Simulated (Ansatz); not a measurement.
# What a change does: single-point calculation on CH$_{5}$F$_{3}$Si$_{2}$

System: CH$_{5}$F$_{3}$Si$_{2}$, SMILES F[SiH2]C[SiH](F)F.
Method of run 1: RKS B2PLYP (frozen core)/def2-TZVPP (Ansatz 0.2.0).

The geometry comes from this level: PBE0-D4/def2-TZVP. Text and figures count atoms from 1; the logs count them from 0 in places.

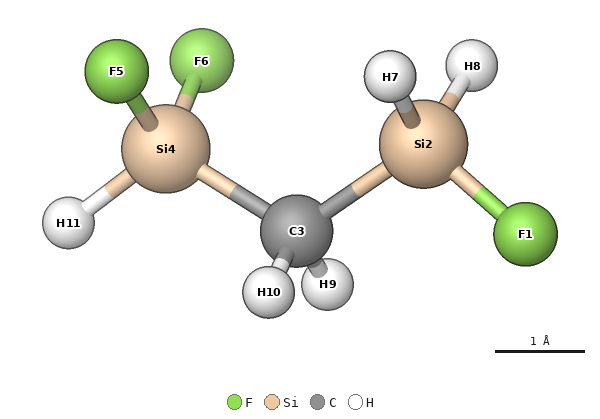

Fig. 1: The input geometry (ball-and-stick view, seen at a tilt; atoms are numbered from 1 in the order of the input). Bond lengths as drawn: C–H 1.10 Å, C–Si 1.84 to 1.86 Å, F–Si 1.59 to 1.60 Å and H–Si 1.48 Å.

**The input, run 1**
```yaml
crystal:
  periodic: [false, false, false]
  atoms:
    - {symbol: F, position_ang: [-0.349939, 2.047160, -2.031970]}
    - {symbol: Si, position_ang: [0.147928, 1.453487, -0.629512]}
    - {symbol: C, position_ang: [-0.367466, -0.334147, -0.539998]}
    - {symbol: Si, position_ang: [0.080158, -1.270627, 0.980221]}
    - {symbol: F, position_ang: [1.657419, -1.245243, 1.175421]}
    - {symbol: F, position_ang: [-0.557656, -0.558994, 2.250338]}
    - {symbol: H, position_ang: [1.622194, 1.585816, -0.584848]}
    - {symbol: H, position_ang: [-0.491144, 2.246907, 0.445244]}
    - {symbol: H, position_ang: [-1.457307, -0.383099, -0.653812]}
    - {symbol: H, position_ang: [0.069536, -0.860416, -1.397419]}
    - {symbol: H, position_ang: [-0.353723, -2.680853, 0.986335]}
basis:
  gaussian: {orbitals: def2-TZVPP}
hamiltonian: {xc: {name: B2PLYP}}
```

Hardware: 4 CPU threads, shared host.

**Output (run 1)**
```
Functional definition: B2PLYP
  parameter a = 0.53
  parameter c = 0.27
  exchange = (1 - a)*b88_x + a*exact_x
  correlation = (1 - c)*lyp_c + c*(mp2_os + mp2_ss)
1669 factors; integrals over basis functions are off by at most 1.1e-3 eV
mean field evaluation 1: about -25007.2573 eV, gradient 6.0e1 eV
mean field evaluation 2: about -25007.3927 eV, gradient 6.0e1 eV
mean field evaluation 4: about -25013.1519 eV, gradient 4.8e0 eV
mean field evaluation 8: about -25013.2082 eV, gradient 4.2e-1 eV
mean field evaluation 16: about -25013.2084 eV, gradient 5.8e-5 eV
mean field -25013.20843579 eV, -919.2184554536 hartree, gradient 3.8e-6 eV, S^2 0.000000; 0 other end points of the search recorded, 0 dependent functions left out
14 core orbitals not correlated: weight in the atoms' cores, before any rotation towards them, 1.000 or more for the frozen orbitals, at most 0.000 for the correlated occupied ones
reference -25013.20860651 eV, -919.2184617275 hartree; 19, 19 occupied and 245, 245 virtual orbitals, 1669 factors
second order -37.58019388 eV of doubles, -0.00000000 eV of singles
Total energy: -25023.35525886 eV, -919.5913443237 hartree
```

For run 2 the input was changed thus:
```diff
-hamiltonian: {xc: {name: B2PLYP}}
+hamiltonian: {xc: {name: PBE-QIDH}}
```

What does this change do to the results?

The total energies belong to different methods, so their difference says nothing on which is more stable or more accurate. The functional changes from B2PLYP to PBE-QIDH.

**Output (run 2)**
```
Functional definition: PBE-QIDH
  parameter a = 3^(-1/3)
  parameter c = 1/3
  exchange = (1 - a)*pbe_x + a*exact_x
  correlation = (1 - c)*pbe_c + c*(mp2_os + mp2_ss)
1669 factors; integrals over basis functions are off by at most 1.1e-3 eV
mean field evaluation 1: about -24997.2154 eV, gradient 5.2e1 eV
mean field evaluation 2: about -24997.3951 eV, gradient 5.3e1 eV
mean field evaluation 4: about -25002.0033 eV, gradient 3.5e0 eV
mean field evaluation 8: about -25002.0488 eV, gradient 4.7e-1 eV
mean field evaluation 16: about -25002.0491 eV, gradient 7.0e-5 eV
mean field -25002.04910950 eV, -918.8083577764 hartree, gradient 4.2e-6 eV, S^2 0.000000; 0 other end points of the search recorded, 0 dependent functions left out
14 core orbitals not correlated: weight in the atoms' cores, before any rotation towards them, 1.000 or more for the frozen orbitals, at most 0.000 for the correlated occupied ones
reference -25002.04912199 eV, -918.8083582357 hartree; 19, 19 occupied and 245, 245 virtual orbitals, 1669 factors
second order -35.12087988 eV of doubles, -0.00000000 eV of singles
Total energy: -25013.75608195 eV, -919.2385810789 hartree
```

**The two runs side by side**

| quantity | run 1 | run 2 |
| --- | --- | --- |
| outcome | converged | converged |
| total energy (hartree) | −919.591344 | −919.238581 |
| basis functions | 278 | 278 |
| wall time (shared host) | 4.8 s | 4.8 s |
